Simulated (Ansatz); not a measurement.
Cl$_{4}$Zr···H$_{3}$Si (doublet)

The calculation's input:

```
crystal:
  periodic: [false, false, false]
  atoms:
    - { symbol: Zr, position_ang: [0.000493, 6.0e-06, -0.229493] }
    - { symbol: Cl, position_ang: [0.000463, 1.5e-05, 2.243631] }
    - { symbol: Cl, position_ang: [2.19719, 5.9e-05, -1.018108] }
    - { symbol: Cl, position_ang: [-1.097667, 1.902448, -1.018265] }
    - { symbol: Cl, position_ang: [-1.09757, -1.9025, -1.018248] }
    - { symbol: Si, position_ang: [-8.8e-05, -1.6e-05, 5.577129] }
    - { symbol: H, position_ang: [-0.784434, -1.221427, 5.992706] }
    - { symbol: H, position_ang: [1.449887, -0.068568, 5.992614] }
    - { symbol: H, position_ang: [-0.665674, 1.289983, 5.992633] }
magnetization:
  spin_polarized: true
  initial_magnetization: 1
basis:
  gaussian: { orbitals: def2-SVP }
hamiltonian:
  xc: pbe
relax:
  f_tol: 0.03
  max_steps: 50
output:
  orbitals: {}
```

Launched as:

```sh
ansatz run input.yaml --threads 4 --pin off --max-ram 5120MiB --backend cpu --events-out ev --progress --plain --runs-dir out
```

The fields are those of the run's last geometry, not of the input's.

Core potentials replace the inner electrons of Zr.

These are results of UKS PBE/def2-SVP in Ansatz 0.2.0, not measurements.

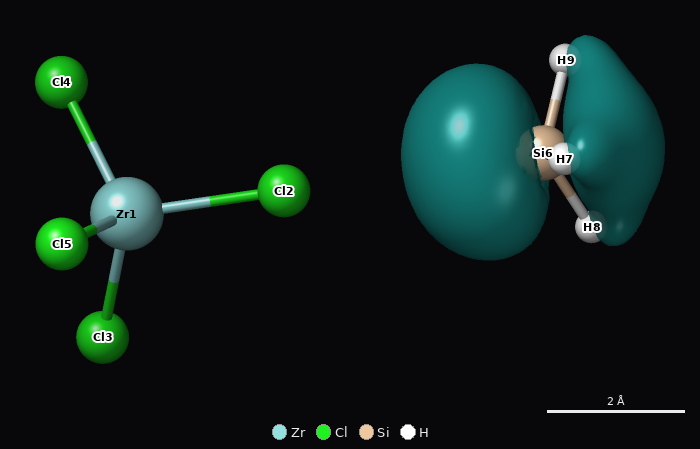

Figure 1. Isosurface of the spin density at +0.015 e/Å³ (teal), seen at an oblique angle.

**Describe the spin distribution.**

The unpaired spin (1 electron) lies mostly on Si6 (about 0.8), in electrons by Hirshfeld's partition.

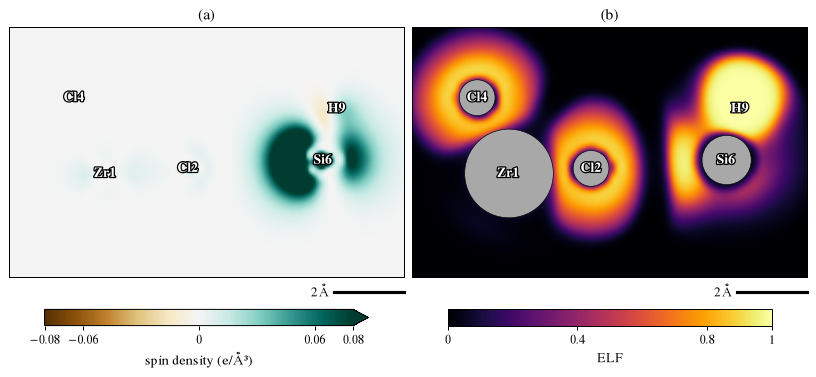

Figure 2. (a) spin density (α minus β); (b) electron localisation function on the plane of atoms Cl2, Zr1 and Cl4. Grey discs cover the atomic cores in the ELF map.

**Read the bonding off the picture.**

- Atoms in the plane: Zr, Cl, Si and H.
- Si6···Cl2 (3.86 Å): the ELF dips to about 0.05 between them (a non-bonded, intermolecular contact).
- Zr–Cl (2.34 Å): the ELF peaks at about 0.85 in the valence shell of Cl, 0.8 Å from its nucleus, and is about 0.30 at the midpoint.
- Si–H (1.50 Å): the ELF climbs to about 1 towards the hydrogen, as it does in any bond to H.

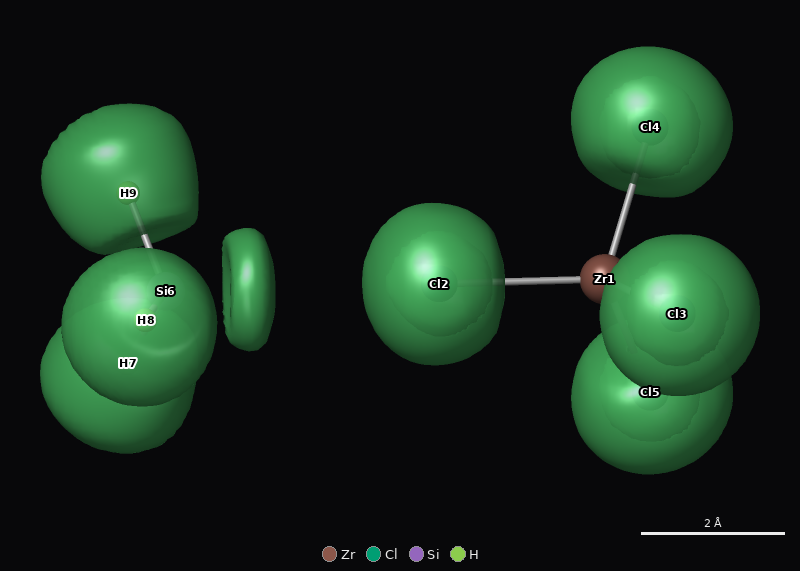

Figure 3. Isosurface of the ELF at 0.8 (green), seen at a tilt. Core shells and regions of very low density are left out.

**Where are the electrons localised?**

At this value the surface marks out three regions around hydrogen nuclei, one lobe on Si, pointing away from the bonds (non-bonding electrons) and four regions wrapped around Cl (the valence shell of each).

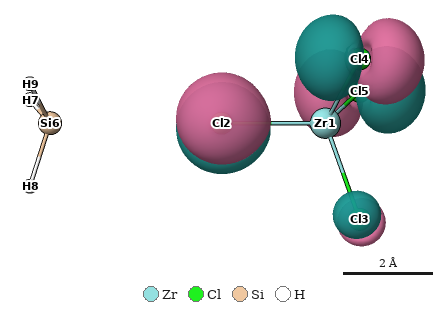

Figure 4. The HOMO (β) at ±0.1 Å⁻³ᐟ² (teal and pink are the two phases), seen from one side.

**What is the character of this orbital?**

By Hirshfeld shares it lies mainly on Cl2 (about 35 %), Cl4 (about 25 %) and Cl5 (about 25 %); largely a combination of lone pairs on Cl2, Cl4 and Cl5. It is one of a degenerate set, so its orientation is arbitrary. Its energy is −8.26 eV.
